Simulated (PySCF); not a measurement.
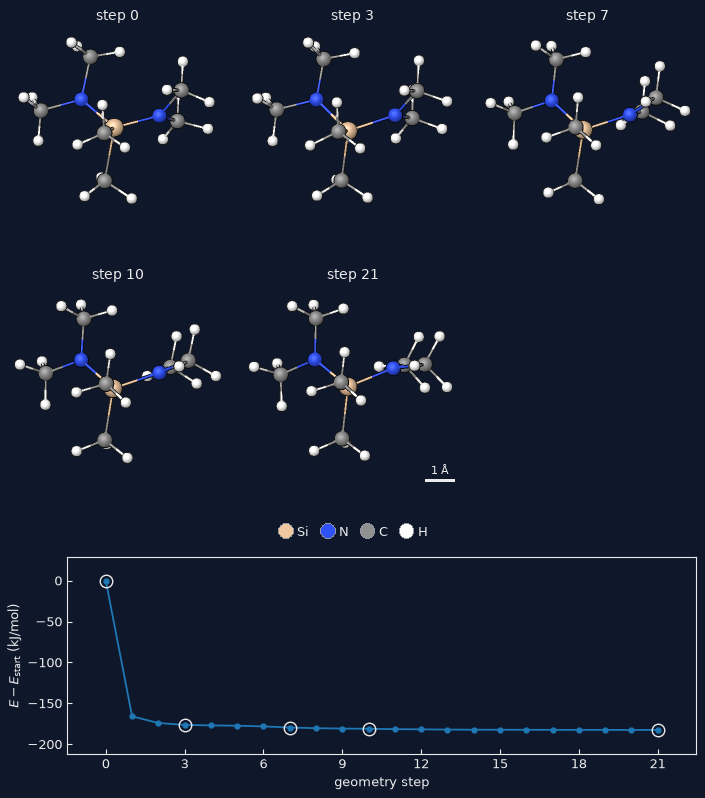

Frames of a relaxation of C₆H₁₈N₂Si, marked on the history of the run. The picture is a ball-and-stick view, seen at a tilt.

The start comes from GFN2-xTB. Its atoms were then displaced at random by about 0.03 Å.

The calculation used PySCF, PBE0-D3(BJ)/def2-SVP geometry optimisation, gas phase. 

Question: What happens along the run?

Answer: The energy falls by 182.5 kJ/mol in 21 geometry steps. An H atom moves most after the best rigid fit: 1.29 Å. Largest moves by element: H 1.29 Å, C 0.61 Å, N 0.24 Å, Si 0.07 Å. Some distances before and after: C–Si 2.051 → 1.880 Å, C–H 0.988 → 1.101 Å, N–Si 1.643 → 1.744 Å, C–H 1.018 → 1.101 Å. Among the angles between lasting bonds that change: H–C–H 116.4° → 107.3°, H–C–H 116.4° → 108.1°, N–C–H 104.8° → 112.8°. Groups turn about N–Si by about 25°. From step 0 to 3: the Si atom moves most (0.13 Å), energy −176.3 kJ/mol. From step 3 to 7: an H atom moves most (0.59 Å), energy −3.31 kJ/mol. From step 7 to 10: an H atom moves most (0.31 Å), energy −1.48 kJ/mol. From step 10 to 21: H atoms move most (0.41 Å), energy −1.42 kJ/mol.

```
step  E − E(0), kJ/mol
   0              0.00
   1           -165.82
   2           -174.02
   3           -176.28
   4           -176.96
   5           -177.33
   6           -178.15
   7           -179.58
   8           -180.32
   9           -180.82
  10           -181.07
  11           -181.50
  12           -181.76
  13           -182.06
  14           -182.18
  15           -182.26
  16           -182.32
  17           -182.36
  18           -182.41
  19           -182.43
  20           -182.47
  21           -182.49
```
